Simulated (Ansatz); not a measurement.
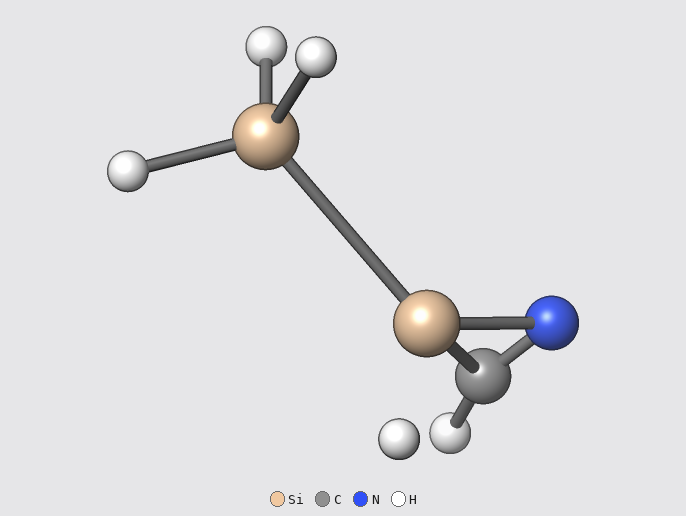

The picture shows the input geometry.

Input file:

```yaml
crystal:
  periodic: [false, false, false]
  atoms:
    - {symbol: Si, position_ang: [-0.800477, 0.957723, -0.915548]}
    - {symbol: Si, position_ang: [0.114127, -0.742146, 0.635776]}
    - {symbol: C, position_ang: [1.653848, -0.800472, 1.107617]}
    - {symbol: N, position_ang: [1.140599, -0.426680, 1.824482]}
    - {symbol: H, position_ang: [-1.097624, 0.525277, -2.275596]}
    - {symbol: H, position_ang: [-2.053875, 1.365595, -0.337394]}
    - {symbol: H, position_ang: [-0.360054, 2.043684, -0.931437]}
    - {symbol: H, position_ang: [-0.905206, -2.285693, 0.414957]}
    - {symbol: H, position_ang: [2.645543, -1.065339, 0.719549]}
basis:
  gaussian: {orbitals: "6-31G*", final_grid: {core_spheres: 8, valence_spheres: 7, degree: 23}}
hamiltonian: {xc: {name: B2PLYP}}
output: {forces: true}
```

Command:

```sh
ansatz run in.yaml --threads 2 --pin off --events-out ev --progress --plain --max-ram 4352MiB
```

Output:

```
Functional definition: B2PLYP
  name "B2PLYP"
  cite "Grimme, J. Chem. Phys. 124, 034108 (2006) doi:10.1063/1.2148954"
  cite "Becke, Phys. Rev. A 38, 3098 (1988) doi:10.1103/PhysRevA.38.3098"
  cite "Lee, Yang & Parr, Phys. Rev. B 37, 785 (1988) doi:10.1103/PhysRevB.37.785"
  parameter a = 0.53
  parameter c = 0.27
  exchange = (1 - a)*b88_x + a*exact_x
  correlation = (1 - c)*lyp_c + c*(mp2_os + mp2_ss)
770 factors; integrals over basis functions are off by at most 8.0e-4 eV
mean field evaluation 1: about -18329.6012 eV, gradient 5.3e1 eV
mean field evaluation 2: about -18329.6706 eV, gradient 5.3e1 eV
mean field evaluation 4: about -18335.6997 eV, gradient 4.2e0 eV
mean field evaluation 8: about -18335.7528 eV, gradient 3.9e-1 eV
mean field evaluation 16: about -18335.7533 eV, gradient 3.8e-5 eV
mean field -18335.75327708 eV, -673.8265045128 hartree, gradient 5.5e-7 eV, S^2 0.000000; 0 other end points of the search recorded, 0 dependent functions left out
12 core orbitals not correlated: weight in the atoms' cores, before any rotation towards them, 1.000 or more for the frozen orbitals, at most 0.000 for the correlated occupied ones
reference -18335.75344566 eV, -673.8265107078 hartree; 11, 11 occupied and 55, 55 virtual orbitals, 770 factors
second order -14.08036379 eV of doubles, -0.00000000 eV of singles
the calculation of the forces begins
Total energy: -18339.55514388 eV, -673.9662205407 hartree
Atom 0 at    -0.800477     0.957723    -0.915548 Å, force    -4.227032   -11.027842     1.632838 eV/Å
Atom 1 at     0.114127    -0.742146     0.635776 Å, force   -12.058912    -2.552903    -8.649484 eV/Å
Atom 2 at     1.653848    -0.800472     1.107617 Å, force    37.168338   -24.165885   -45.307886 eV/Å
Atom 3 at     1.140599    -0.426680     1.824482 Å, force   -28.082876    24.813044    50.771444 eV/Å
Atom 4 at    -1.097624     0.525277    -2.275596 Å, force     0.153998    -0.521954    -0.435059 eV/Å
Atom 5 at    -2.053875     1.365595    -0.337394 Å, force    -1.280620    -0.208190     0.395125 eV/Å
Atom 6 at    -0.360054     2.043684    -0.931437 Å, force     5.642952    10.958252    -0.301101 eV/Å
Atom 7 at    -0.905206    -2.285693     0.414957 Å, force     1.761567     2.562009     0.876839 eV/Å
Atom 8 at     2.645543    -1.065339     0.719549 Å, force     0.922584     0.143470     1.017284 eV/Å
Dipole moment:     0.340434     0.008840    -0.149662 e Å
```

The calculation finished and met its thresholds.
